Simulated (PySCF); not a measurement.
Dissociation curve of KF, singlet.

Computed with: RKS-M06-2X = PySCF with restricted M06-2X/def2-TZVP; UHF/def2-TZVP (PySCF); UKS-PBE = unrestricted PBE/def2-TZVP in PySCF 2.14.0.

Energies are in kcal/mol, each relative to the lowest point of its own curve near equilibrium.

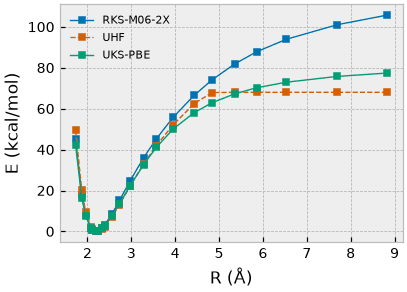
Fig. 1. Energy against bond length for each method.

| R / Å | RKS-M06-2X | UHF | UKS-PBE |
|---|---|---|---|
| 1.73 | 45.2 | 49.5 | 42.3 |
| 1.87 | 17.9 | 20.1 | 16.5 |
| 1.96 | 8.2 | 9.7 | 7.5 |
| 2.08 | 1.7 | 2.3 | 1.6 |
| 2.11 | 0.9 | 1.4 | 0.8 |
| 2.19 | 0.0 | 0.0 | 0.0 |
| 2.25 | 0.3 | 0.0 | 0.2 |
| 2.34 | 1.7 | 1.1 | 1.5 |
| 2.39 | 3.0 | 2.1 | 2.6 |
| 2.56 | 8.5 | 7.0 | 7.6 |
| 2.73 | 15.1 | 13.1 | 13.5 |
| 2.97 | 24.6 | 22.0 | 22.2 |
| 3.28 | 36.0 | 32.9 | 32.6 |
| 3.57 | 45.3 | 41.9 | 41.1 |
| 3.95 | 55.7 | 52.0 | 50.0 |
| 4.43 | 66.5 | 62.4 | 58.0 |
| 4.84 | 74.1 | 67.9 | 62.9 |
| 5.36 | 81.9 | 68.0 | 67.3 |
| 5.86 | 87.8 | 68.0 | 70.2 |
| 6.53 | 93.9 | 68.0 | 72.9 |
| 7.68 | 101.0 | 68.0 | 75.7 |
| 8.83 | 105.7 | 68.0 | 77.4 |

At the longest distance, 8.83 Å, RKS-M06-2X lies highest above its minimum (105.7 kcal/mol) and UHF lowest (68.0 kcal/mol).

At the longest distance RKS-M06-2X, UKS-PBE leaves fractional charges on the fragments, a sign of delocalisation error or of the restricted form. The restricted form behind RKS-M06-2X keeps the bonding electrons paired and can't separate into open-shell fragments. The unrestricted determinant behind UHF is spin-contaminated at 4.84 to 8.83 Å (<S²> up to 1.0, against 0.00 for a pure singlet). The unrestricted determinant behind UKS-PBE is spin-contaminated at 3.95 to 8.83 Å (<S²> up to 0.5, against 0.00 for a pure singlet).
